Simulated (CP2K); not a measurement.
Consider acetyl chloride at its PBE geometry (Å).

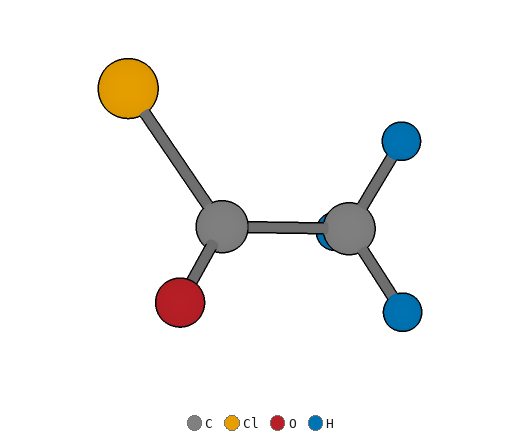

The molecule (carbon grey, chlorine orange, oxygen red, hydrogen blue).

```xyz
7

C    -0.6700   -0.1879   -0.0376
C     0.6983    0.4245   -0.0568
Cl    1.9555   -0.6883    0.6552
O     1.0146    1.5024   -0.4714
H    -0.9451   -0.4545    0.9909
H    -0.6618   -1.1173   -0.6224
H    -1.3914    0.5210   -0.4578
```

Method: CP2K XAS_TDP, all-electron GAPW, PBEh(45%), aug-pc-1, TDA, GW2X-corrected core level, no relativity.

**Question.** Where do the C K-edge lines lie, and how strong are they?

Leading lines: C1 290.43 eV and C2 288.99 eV. The leading line of an atom is its first one with 35 % of the strongest within 2.5 eV of its lowest line over the strength cut. Core ionisation energies at this level: C1 292.95 and C2 296.57 eV.

The first six lines of each atom with a strength over 0.0015:

| atom | energy (eV) | states | strength, one atom | above the computed threshold |
| --- | --- | --- | --- | --- |
| C1 (bonded to C and 3 H) | 290.43 | 1 | 0.0190 |  |
|  | 290.48 | 1 | 0.0039 |  |
|  | 291.38 | 1 | 0.0286 |  |
|  | 291.39 | 1 | 0.0272 |  |
|  | 292.68 | 1 | 0.0049 |  |
|  | 292.75 | 1 | 0.0071 |  |
| C2 (bonded to C, Cl and O) | 288.99 | 1 | 0.0764 |  |
|  | 291.81 | 1 | 0.0580 |  |
|  | 295.75 | 1 | 0.0044 |  |
|  | 296.59 | 1 | 0.0029 | yes |
|  | 296.67 | 1 | 0.0043 | yes |
|  | 296.75 | 1 | 0.0023 | yes |

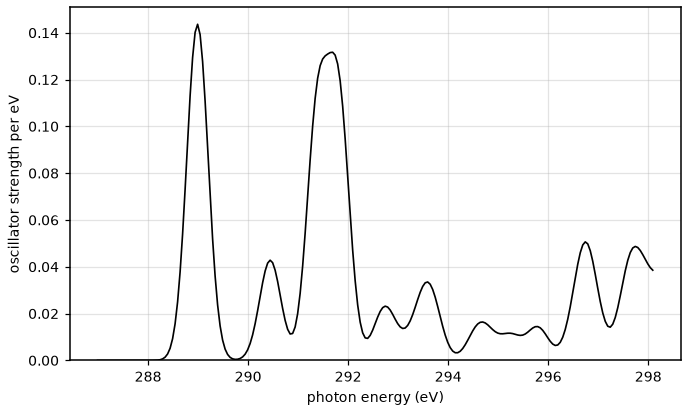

All atoms added, broadened by 0.5 eV.

Lines are vertical, at one geometry, with no vibrational structure. GW2X ionisation energies and lines can be off by 1 to 2 eV either way, and a good line position may hide errors that cancel. These values hold no scalar relativity, about 0.1 eV for C 1s. Rydberg lines, and the discretised continuum above threshold, depend on the basis and the box.

[Banner, clock and machine lines of the logs are left out without a mark of their own.]

[Logs are printed without paths, hosts, clocks, repeated set-up lines and the standing remarks that a program may print on its own settings, such as how far it seeks lower states.]

[Hosts, paths, dates, database ids (printed as entryN), source tags and the programs' standing remarks are cut or masked in the printed files.]
